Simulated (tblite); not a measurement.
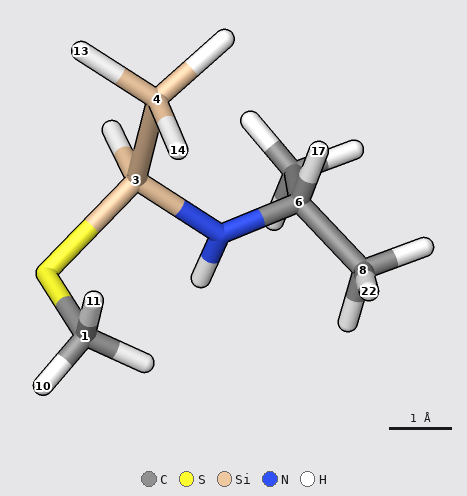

**Figure 1.** The input geometry (stick view, seen at a tilt; atoms are numbered from 1 in the order of the input).

**Geometry relaxation of C4H15NSSi2 (part 1 of 4)**

System: C4H15NSSi2.
Method: GFN2-xTB geometry optimisation, gas phase (tblite 0.8.0).

It belongs to a series of runs on one base structure; here: H on N replaced by iPr.

## Log
```
step      E/eV     max force
  0    -704.01117    0.979
  1    -704.07263    0.578
  2    -704.10590    0.438
  3    -704.12440    0.400
  4    -704.14187    0.388
  5    -704.16311    0.429
  6    -704.18622    0.424
  7    -704.20135    0.261
  8    -704.20847    0.275
  9    -704.21298    0.263
 10    -704.21737    0.175
 11    -704.22146    0.162
 12    -704.22453    0.128
 13    -704.22694    0.105
 14    -704.22938    0.113
 15    -704.23187    0.126
 16    -704.23403    0.138
 17    -704.23574    0.111
 18    -704.23717    0.083
 19    -704.23849    0.120
 20    -704.23961    0.110
 21    -704.24052    0.073
 22    -704.24141    0.078
 23    -704.24239    0.088
 24    -704.24340    0.091
 25    -704.24448    0.083
 26    -704.24577    0.085
 27    -704.24747    0.112
 28    -704.24969    0.149
 29    -704.25208    0.140
 30    -704.25385    0.076
 31    -704.25495    0.056
 32    -704.25582    0.067
 33    -704.25672    0.091
 34    -704.25764    0.080
 35    -704.25842    0.063
 36    -704.25902    0.047
 37    -704.25957    0.062
 38    -704.26018    0.073
 39    -704.26088    0.068
 40    -704.26166    0.069
 41    -704.26240    0.055
 42    -704.26300    0.053
 43    -704.26350    0.047
 44    -704.26395    0.043
 45    -704.26439    0.048
 46    -704.26480    0.050
 47    -704.26515    0.039
 48    -704.26545    0.039
 49    -704.26574    0.039
 50    -704.26603    0.045
 51    -704.26634    0.045
 52    -704.26668    0.046
 53    -704.26710    0.048
 54    -704.26760    0.067
 55    -704.26819    0.074
 56    -704.26887    0.064
 57    -704.26963    0.073
 58    -704.27041    0.067
 59    -704.27107    0.053
 60    -704.27152    0.044
 61    -704.27184    0.041
 62    -704.27211    0.037
 63    -704.27238    0.044
 64    -704.27267    0.036
 65    -704.27295    0.035
 66    -704.27319    0.033
 67    -704.27340    0.035
 68    -704.27357    0.031
 69    -704.27375    0.026
 70    -704.27393    0.030
 71    -704.27410    0.029
 72    -704.27425    0.026
 73    -704.27437    0.024
 74    -704.27448    0.028
 75    -704.27458    0.030
 76    -704.27469    0.029
 77    -704.27479    0.022
 78    -704.27489    0.030
 79    -704.27501    0.046
 80    -704.27518    0.051
 81    -704.27537    0.035
 82    -704.27554    0.038
 83    -704.27571    0.034
 84    -704.27592    0.050
 85    -704.27619    0.060
 86    -704.27650    0.044
 87    -704.27677    0.032
 88    -704.27700    0.031
 89    -704.27720    0.047
 90    -704.27741    0.049
 91    -704.27762    0.034
 92    -704.27787    0.034
 93    -704.27822    0.060
 94    -704.27875    0.084
 95    -704.27930    0.074
 96    -704.27968    0.043
 97    -704.27985    0.046
 98    -704.28010    0.039
 99    -704.28039    0.037
100    -704.28095    0.041
101    -704.28147    0.040
102    -704.28186    0.051
103    -704.28220    0.048
104    -704.28301    0.048
105    -704.28356    0.053
106    -704.28396    0.055
107    -704.28420    0.036
108    -704.28445    0.035
109    -704.28474    0.045
110    -704.28503    0.043
111    -704.28517    0.040
112    -704.28530    0.019
113    -704.28537    0.014
114    -704.28542    0.016
115    -704.28546    0.024
116    -704.28551    0.018
117    -704.28558    0.014
118    -704.28563    0.013
119    -704.28567    0.014
120    -704.28571    0.018
121    -704.28578    0.018
122    -704.28586    0.018
123    -704.28594    0.013
124    -704.28597    0.009
```

## Trajectory as extended XYZ (Å, eV, eV/Å), 35 of the 125 frames kept, from step=0 to step=124
```
23
Properties=species:S:1:pos:R:3:forces:R:3 step=0 energy=-704.01117
C     2.8380    0.7584   -1.6741   -0.4270   0.7970   0.0210
S     2.5884   -0.9460   -1.1578    0.3430  -0.6220  -0.2300
Si    1.1281   -0.8316    0.4068   -0.4170  -0.1060   0.8790
Si    1.8267    0.4103    2.2249    0.0240   0.0450   0.3570
N    -0.2539   -0.2170   -0.3972   -0.5520   0.0570  -0.0570
C    -1.6076   -0.0553    0.1386    0.3230   0.1920  -0.0300
C    -2.3596   -1.3803    0.1888   -0.2940  -0.4000   0.5650
C    -2.3507    0.9465   -0.7374   -0.6470   0.3630   0.0230
H     1.8996    1.1859   -2.0449    0.1220  -0.1540   0.1280
H     3.5595    0.7860   -2.4788    0.1440  -0.2270  -0.0720
H     3.2043    1.3728   -0.8525   -0.0060  -0.1260   0.0420
H     0.7694   -2.2153    0.8023    0.5150  -0.0220  -0.1240
H     2.9922   -0.2375    2.9050   -0.3990   0.2870  -0.2260
H     2.2325    1.7776    1.8196   -0.0490  -0.2020   0.1910
H     0.7331    0.5320    3.2434    0.4190  -0.0070  -0.3870
H    -0.3118   -0.6795   -1.2975   -0.2490   0.2600  -0.2740
H    -1.5544    0.3726    1.1555    0.2850  -0.2400  -0.2390
H    -1.8722   -2.1031    0.8629   -0.0490   0.3700  -0.2560
H    -3.3798   -1.2275    0.5707    0.3260   0.0050  -0.1750
H    -2.4279   -1.8419   -0.7933    0.0310   0.1050  -0.0610
H    -3.3681    1.1248   -0.3461    0.4460  -0.1210  -0.1300
H    -1.8414    1.9104   -0.7711    0.0640  -0.1640   0.0700
H    -2.4492    0.5848   -1.7578    0.0470  -0.0900  -0.0150
23
Properties=species:S:1:pos:R:3:forces:R:3 step=4 energy=-704.14187
C     2.8278    0.7794   -1.6737   -0.0480  -0.2340   0.0980
S     2.5990   -0.9714   -1.1596   -0.2150   0.2150   0.2410
Si    1.0927   -0.8307    0.4494    0.0700  -0.0460  -0.3110
Si    1.8277    0.4182    2.2390   -0.0700  -0.0180  -0.2620
N    -0.2751   -0.2239   -0.4040   -0.0010  -0.0800  -0.0670
C    -1.6127   -0.0514    0.1293    0.0500  -0.0240   0.0330
C    -2.3659   -1.3827    0.1985   -0.0110   0.0450  -0.0190
C    -2.3656    0.9543   -0.7413    0.0230  -0.0400   0.0350
H     1.8868    1.1815   -2.0389    0.0190  -0.0430   0.0660
H     3.5621    0.7671   -2.4753   -0.0570  -0.0360   0.0590
H     3.2040    1.3664   -0.8397   -0.0510  -0.0630  -0.0100
H     0.8259   -2.2333    0.7942    0.3000  -0.1530  -0.0010
H     2.9648   -0.2147    2.8906    0.1330  -0.0350   0.0790
H     2.2295    1.7633    1.8400    0.0500   0.1600   0.0460
H     0.7614    0.5344    3.2199   -0.1480   0.0630   0.1710
H    -0.3387   -0.6452   -1.3246   -0.0620   0.1990  -0.1520
H    -1.5210    0.3546    1.1420    0.1030  -0.0040   0.0180
H    -1.8633   -2.0853    0.8582    0.0610   0.0610   0.0180
H    -3.3744   -1.2247    0.5657   -0.0730   0.0070   0.0360
H    -2.4255   -1.8297   -0.7907   -0.0060   0.0030  -0.0510
H    -3.3620    1.1207   -0.3458   -0.0640   0.0250  -0.0010
H    -1.8347    1.9018   -0.7651    0.0210   0.0070   0.0010
H    -2.4478    0.5781   -1.7580   -0.0250  -0.0070  -0.0270
23
Properties=species:S:1:pos:R:3:forces:R:3 step=7 energy=-704.20135
C     2.8150    0.7594   -1.6579   -0.0880   0.1090   0.0650
S     2.5751   -0.9640   -1.1224    0.0700  -0.1490  -0.0520
Si    1.0680   -0.8404    0.4380    0.0830  -0.2120  -0.1280
Si    1.8160    0.4230    2.2144   -0.0880  -0.0300   0.0450
N    -0.2919   -0.2457   -0.4245   -0.0010   0.0060  -0.0820
C    -1.6165   -0.0530    0.1238    0.1320   0.0230   0.0630
C    -2.3711   -1.3735    0.1982   -0.0650  -0.1170   0.0940
C    -2.3687    0.9523   -0.7407   -0.0660   0.0690   0.0610
H     1.8733    1.1712   -2.0226    0.1290  -0.0700   0.0680
H     3.5515    0.7411   -2.4587   -0.1000  -0.0350   0.0700
H     3.1951    1.3506   -0.8268   -0.0510  -0.0310  -0.0450
H     0.9354   -2.2751    0.7849    0.1150   0.1190  -0.0400
H     2.9573   -0.1964    2.8872    0.0420  -0.0370  -0.0280
H     2.2349    1.7769    1.8681    0.0300   0.1580  -0.0500
H     0.7666    0.5475    3.2230   -0.1030   0.0340   0.0630
H    -0.3754   -0.5753   -1.3784    0.1070   0.0560  -0.1080
H    -1.4705    0.3379    1.1342   -0.1070   0.0970   0.0730
H    -1.8437   -2.0606    0.8591   -0.0910   0.0120  -0.0460
H    -3.3834   -1.2208    0.5682    0.0650  -0.0360   0.0140
H    -2.4246   -1.8165   -0.7936   -0.0400  -0.0490  -0.0060
H    -3.3703    1.1220   -0.3443    0.1210   0.0170  -0.0680
H    -1.8260    1.8947   -0.7595   -0.0660   0.0090  -0.0450
H    -2.4512    0.5718   -1.7597   -0.0280   0.0580   0.0810
23
Properties=species:S:1:pos:R:3:forces:R:3 step=11 energy=-704.22146
C     2.8066    0.7527   -1.6434    0.0330  -0.1080   0.0050
S     2.5861   -0.9828   -1.1274    0.0400   0.0080  -0.0390
Si    1.0725   -0.8578    0.4192    0.0810   0.1400   0.0060
Si    1.8019    0.4271    2.2123   -0.0060   0.0570  -0.0410
N    -0.2900   -0.2529   -0.4387    0.0450  -0.0100   0.0360
C    -1.6085   -0.0533    0.1271   -0.0380  -0.0120  -0.0470
C    -2.3737   -1.3759    0.2016    0.0450   0.0500  -0.0250
C    -2.3666    0.9554   -0.7331    0.0430  -0.0030  -0.0220
H     1.8732    1.1621   -2.0106   -0.1010  -0.0220   0.0310
H     3.5355    0.7292   -2.4458    0.0300   0.0260  -0.0270
H     3.1872    1.3463   -0.8197   -0.0070  -0.0140   0.0790
H     0.9832   -2.2793    0.7772    0.0170  -0.0800  -0.0030
H     2.9560   -0.1950    2.8777   -0.0750   0.0190  -0.0670
H     2.2359    1.7937    1.8698   -0.0680  -0.0920   0.0020
H     0.7530    0.5566    3.2306   -0.0090   0.0110  -0.0400
H    -0.3683   -0.5445   -1.4082    0.0450   0.0640   0.0560
H    -1.4722    0.3467    1.1398   -0.0010  -0.0260  -0.0650
H    -1.8495   -2.0616    0.8589   -0.0010  -0.0800   0.0340
H    -3.3819   -1.2245    0.5746   -0.0180   0.0160   0.0340
H    -2.4317   -1.8202   -0.7911   -0.0220  -0.0060   0.0360
H    -3.3650    1.1274   -0.3468   -0.0480   0.0220   0.0840
H    -1.8319    1.8995   -0.7644    0.0210   0.0560   0.0080
H    -2.4567    0.5779   -1.7495   -0.0030  -0.0140  -0.0320
23
Properties=species:S:1:pos:R:3:forces:R:3 step=15 energy=-704.23187
C     2.8039    0.7392   -1.6344   -0.0130   0.0680  -0.0230
S     2.6015   -0.9978   -1.1376   -0.0240  -0.0060   0.0390
Si    1.0907   -0.8538    0.4103   -0.0410  -0.1190   0.0020
Si    1.7873    0.4363    2.2042   -0.0410  -0.0540  -0.0230
N    -0.2815   -0.2564   -0.4381   -0.0030   0.0430   0.0270
C    -1.6048   -0.0547    0.1208    0.0360  -0.0050   0.0180
C    -2.3717   -1.3756    0.2052   -0.0310  -0.0440   0.0200
C    -2.3641    0.9608   -0.7328   -0.0240  -0.0100   0.0010
H     1.8599    1.1452   -1.9916    0.0350  -0.0690   0.0440
H     3.5300    0.7293   -2.4413    0.0000   0.0720   0.0040
H     3.1780    1.3336   -0.8033   -0.0140  -0.0860  -0.0220
H     1.0193   -2.2874    0.7685   -0.0060   0.0910  -0.0280
H     2.9393   -0.1907    2.8568    0.0010  -0.0140   0.0030
H     2.2225    1.7930    1.8689   -0.0220   0.0880  -0.0400
H     0.7419    0.5650    3.2244   -0.0260   0.0010  -0.0410
H    -0.3518   -0.5107   -1.4171    0.0410   0.0120   0.0250
H    -1.4725    0.3469    1.1309    0.0380  -0.0090   0.0230
H    -1.8554   -2.0737    0.8618    0.0110   0.0550  -0.0270
H    -3.3794   -1.2223    0.5849    0.0350   0.0410   0.0090
H    -2.4415   -1.8244   -0.7833   -0.0120  -0.0090  -0.0180
H    -3.3620    1.1340   -0.3329    0.0790  -0.0170   0.0050
H    -1.8326    1.9102   -0.7657    0.0030  -0.0620   0.0110
H    -2.4617    0.5810   -1.7486   -0.0220   0.0320  -0.0100
23
Properties=species:S:1:pos:R:3:forces:R:3 step=18 energy=-704.23717
C     2.8033    0.7344   -1.6327    0.0060  -0.0440   0.0200
S     2.6067   -1.0043   -1.1382    0.0310  -0.0380  -0.0250
Si    1.0975   -0.8608    0.4048   -0.0650   0.0250   0.0170
Si    1.7752    0.4371    2.1941    0.0330   0.0470   0.0040
N    -0.2750   -0.2525   -0.4330   -0.0020   0.0200  -0.0400
C    -1.6003   -0.0570    0.1185   -0.0060  -0.0050   0.0260
C    -2.3721   -1.3778    0.2071    0.0260   0.0400  -0.0340
C    -2.3626    0.9605   -0.7333    0.0490  -0.0450   0.0290
H     1.8527    1.1271   -1.9755   -0.0380   0.0170  -0.0270
H     3.5284    0.7417   -2.4398   -0.0130   0.0420  -0.0060
H     3.1718    1.3154   -0.7942    0.0300   0.0150   0.0390
H     1.0354   -2.2844    0.7608   -0.0310  -0.0770   0.0090
H     2.9287   -0.1901    2.8449   -0.0030   0.0000   0.0130
H     2.2092    1.8005    1.8625   -0.0430   0.0040  -0.0280
H     0.7312    0.5696    3.2143   -0.0340  -0.0090  -0.0360
H    -0.3360   -0.4902   -1.4156    0.0130  -0.0070  -0.0320
H    -1.4674    0.3447    1.1280    0.0130   0.0000   0.0510
H    -1.8560   -2.0758    0.8615    0.0330   0.0260   0.0020
H    -3.3747   -1.2143    0.5930    0.0060   0.0250   0.0080
H    -2.4491   -1.8279   -0.7805   -0.0150   0.0020  -0.0090
H    -3.3529    1.1356   -0.3213    0.0020  -0.0190  -0.0020
H    -1.8309    1.9090   -0.7646    0.0310  -0.0390   0.0000
H    -2.4677    0.5865   -1.7508   -0.0230   0.0190   0.0210
23
Properties=species:S:1:pos:R:3:forces:R:3 step=22 energy=-704.24141
C     2.8014    0.7269   -1.6270   -0.0180   0.0300   0.0140
S     2.6138   -1.0157   -1.1410   -0.0190   0.0100   0.0090
Si    1.0953   -0.8661    0.4030    0.0580  -0.0510  -0.0140
Si    1.7705    0.4445    2.1865   -0.0180  -0.0230  -0.0080
N    -0.2699   -0.2463   -0.4365    0.0260  -0.0270  -0.0040
C    -1.5944   -0.0585    0.1203    0.0320   0.0110  -0.0250
C    -2.3687   -1.3751    0.2060    0.0060  -0.0140   0.0290
C    -2.3570    0.9563   -0.7283   -0.0290   0.0500   0.0010
H     1.8445    1.1147   -1.9658    0.0330   0.0070   0.0260
H     3.5228    0.7591   -2.4383   -0.0270  -0.0250   0.0250
H     3.1710    1.3019   -0.7823   -0.0190  -0.0020  -0.0140
H     1.0400   -2.2957    0.7561   -0.0480   0.0070  -0.0050
H     2.9198   -0.1884    2.8392   -0.0010   0.0290   0.0180
H     2.1899    1.8095    1.8508   -0.0170   0.0200  -0.0250
H     0.7158    0.5712    3.1975   -0.0160  -0.0060  -0.0300
H    -0.3233   -0.4754   -1.4216   -0.0350  -0.0040  -0.0180
H    -1.4602    0.3410    1.1334    0.0070  -0.0240  -0.0340
H    -1.8496   -2.0711    0.8601    0.0120  -0.0090  -0.0080
H    -3.3676   -1.2032    0.6002    0.0220  -0.0040  -0.0010
H    -2.4574   -1.8284   -0.7798    0.0090   0.0310   0.0110
H    -3.3448    1.1330   -0.3119   -0.0090   0.0110   0.0190
H    -1.8211    1.9007   -0.7629    0.0320   0.0220   0.0070
H    -2.4758    0.5920   -1.7477    0.0170  -0.0400   0.0260
23
Properties=species:S:1:pos:R:3:forces:R:3 step=26 energy=-704.24577
C     2.7961    0.7225   -1.6160    0.0060  -0.0070  -0.0030
S     2.6192   -1.0255   -1.1453    0.0230   0.0020  -0.0250
Si    1.1051   -0.8817    0.3968   -0.0780   0.0110  -0.0200
Si    1.7624    0.4485    2.1745   -0.0160  -0.0120  -0.0400
N    -0.2570   -0.2478   -0.4433   -0.0360  -0.0200  -0.0050
C    -1.5809   -0.0584    0.1168   -0.0130  -0.0200   0.0320
C    -2.3597   -1.3720    0.2091    0.0100   0.0080  -0.0230
C    -2.3521    0.9613   -0.7210    0.0650  -0.0490   0.0100
H     1.8393    1.1077   -1.9494   -0.0570   0.0330   0.0250
H     3.5104    0.7701   -2.4309    0.0310  -0.0490  -0.0070
H     3.1666    1.2910   -0.7695   -0.0050   0.0260   0.0320
H     1.0246   -2.3098    0.7506   -0.0170   0.0150  -0.0130
H     2.9100   -0.1759    2.8399   -0.0080   0.0590   0.0150
H     2.1611    1.8209    1.8291   -0.0130  -0.0440  -0.0030
H     0.6922    0.5702    3.1690   -0.0110  -0.0050  -0.0110
H    -0.3187   -0.4637   -1.4316    0.0050  -0.0170   0.0170
H    -1.4488    0.3317    1.1315    0.0640   0.0360   0.0180
H    -1.8375   -2.0706    0.8572    0.0030  -0.0180  -0.0080
H    -3.3538   -1.1920    0.6097    0.0050  -0.0130   0.0330
H    -2.4633   -1.8201   -0.7765    0.0220  -0.0110  -0.0190
H    -3.3380    1.1352   -0.2953    0.0710   0.0470   0.0050
H    -1.8021    1.8986   -0.7595   -0.0610   0.0120  -0.0120
H    -2.4798    0.5871   -1.7356    0.0090   0.0190   0.0000
```
